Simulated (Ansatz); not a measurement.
# GaPHS (doublet): wave-function methods side by side at distance P1–Ga2 = 2.772 Å, cc-pVDZ

How much of the correlation energy of GaPHS (doublet) does each wave-function method recover here?

Computed with Ansatz 0.2.0, Gaussian basis. Level: cc-pVDZ, core rule «outside noble gas», up to 24 orbitals frozen.

Plan: UHF; CCSD(T) on ROHF; CCSD(T) on UHF; BCCD(T) on ROHF; CISD; CCSDT(Q) on ROHF; CCSDT(Q) on UHF; CASSCF and MRCISD+Q, 3 electrons in 3 orbitals; CASSCF and NEVPT2, 3 electrons in 3 orbitals.

49 further runs of the same task are left out: 7 for a known fault of the program, 4 for a mislabelled method, 30 that didn't finish, 8 set aside as unsound or not needed.

## 1. The system

The geometry derives from a PBE0/def2-TZVP stationary point (not a proven minimum). One bond is set to the value named and the two fragments are kept rigid. No spin-orbit coupling is included. The filled d shell of Ga may be among the frozen orbitals whatever the setting's name suggests; the logs give the count.

4 atoms, charge 0, spin multiplicity 2.

Atoms are counted from 1 here; the program's logs count them from 0.

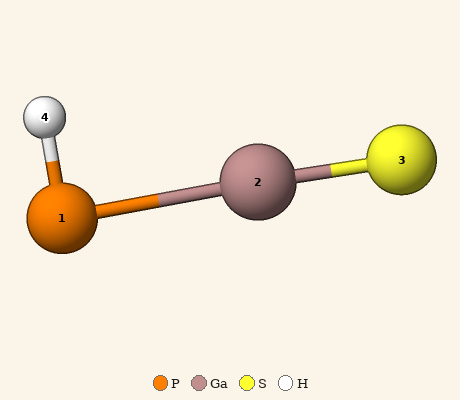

The geometry (phosphorus orange, gallium pink, sulfur yellow, hydrogen white); atoms are numbered from 1 in the order of the file.

## 2. UHF

in.yaml

```yaml
crystal:
  periodic: [false, false, false]
  atoms:
    - {symbol: P, position_ang: [-0.000004, -0.408329, 1.882094]}
    - {symbol: Ga, position_ang: [0.000010, -0.310972, -0.888196]}
    - {symbol: S, position_ang: [-0.000003, -0.299607, -2.907245]}
    - {symbol: H, position_ang: [-0.000003, 1.018908, 1.913347]}
basis:
  gaussian: {orbitals: cc-pVDZ}
magnetization: {spin_polarized: true, initial_magnetization: 1}
hamiltonian: {xc: hf}
output: {orbitals: {seedname: orbitals}}
```

The run is started by

```
$ ansatz run in.yaml --threads 1 --pin off --events-out ev --progress --plain --max-ram 2393MiB
```

After this run come: CCSD(T) on ROHF; CCSD(T) on UHF; BCCD(T) on ROHF; CISD; CCSDT(Q) on ROHF; CCSDT(Q) on UHF; CASSCF and MRCISD+Q, 3 electrons in 3 orbitals; CASSCF and NEVPT2, 3 electrons in 3 orbitals.

Before running them: what should the planned runs give, taken together? Wanted: UCCSDT(Q) below the RHF energy; RMP2 from UCCSDT(Q); UMP2 from UCCSDT(Q); RCCSD from UCCSDT(Q); RCCSD(T) from UCCSDT(Q); UCCSD(T) from UCCSDT(Q); RCCSDT(Q) from UCCSDT(Q); NEVPT2 pair from UCCSDT(Q); MRCISD+Q pair from UCCSDT(Q).

The runs gave:

```
                         quantity                      value
   UCCSDT(Q) below the RHF energy                 -9.1986 eV
              RMP2 from UCCSDT(Q)            +34.34 kcal/mol
              UMP2 from UCCSDT(Q)            +36.19 kcal/mol
             RCCSD from UCCSDT(Q)            +11.24 kcal/mol
          RCCSD(T) from UCCSDT(Q)             +2.14 kcal/mol
          UCCSD(T) from UCCSDT(Q)             +2.27 kcal/mol
         RCCSDT(Q) from UCCSDT(Q)             +0.21 kcal/mol
       NEVPT2 pair from UCCSDT(Q)            +32.30 kcal/mol
     MRCISD+Q pair from UCCSDT(Q)             +6.24 kcal/mol
levels within 1 kcal/mol (43 meV)  RCCSDT, UCCSDT, RCCSDT(Q)
                    T1 diagnostic                      0.028
```

In words: RCCSD(T) misses by +2.14 kcal/mol, 1.0 % of the correlation energy. Of the multireference levels listed MRCISD+Q pair comes nearest in total energy (+6.24 kcal/mol), which doesn't show that its space is the better one. These misses are within one basis, not against nature; the frozen cores of restricted and unrestricted runs differ, which can shift their rows.
